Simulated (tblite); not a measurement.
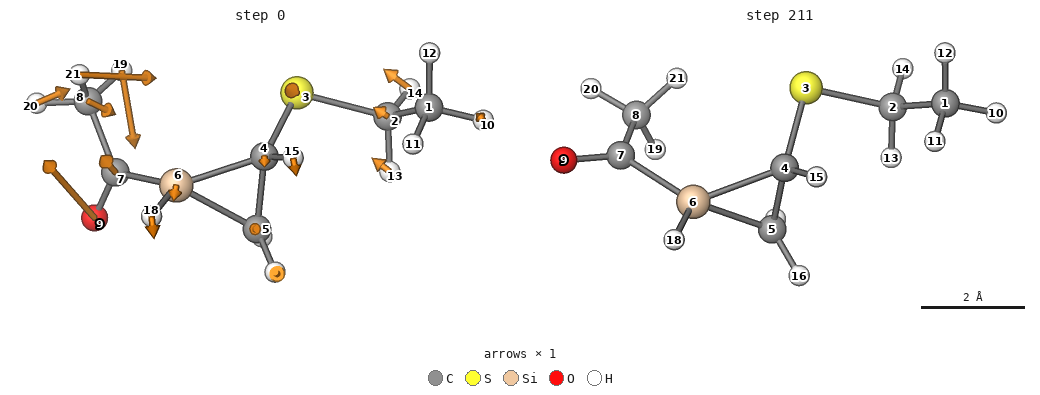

The structure of C₆H₁₂OSSi before (left) and after (right) a relaxation, at one scale. The orange arrows give the displacements, at their true length.

Style: ball-and-stick. Shown at a tilt.

Level of theory: tblite 0.8.0, GFN2-xTB geometry optimisation, gas phase. 

What changed between the two?

Answer. The atom that moves furthest after the best rigid fit is the O atom (2.36 Å). Largest moves by element: O 2.36 Å, H 1.93 Å, C 0.76 Å, S 0.51 Å, Si 0.35 Å. Near-neighbour distances that change, for instance: C–Si 1.811 → 1.905 Å, C–H 1.135 → 1.082 Å, H–Si 1.492 → 1.451 Å, C–O 1.238 → 1.211 Å. Bond angles that change, for instance: C–Si–H 110.6° → 118.8°, S–C–H 112.8° → 104.8°, C–Si–C 112.5° → 120.3°. Groups turn about C–Si by about 95°, C–C by about 20°. Over 211 geometry steps the energy falls by 21.6 kcal/mol.
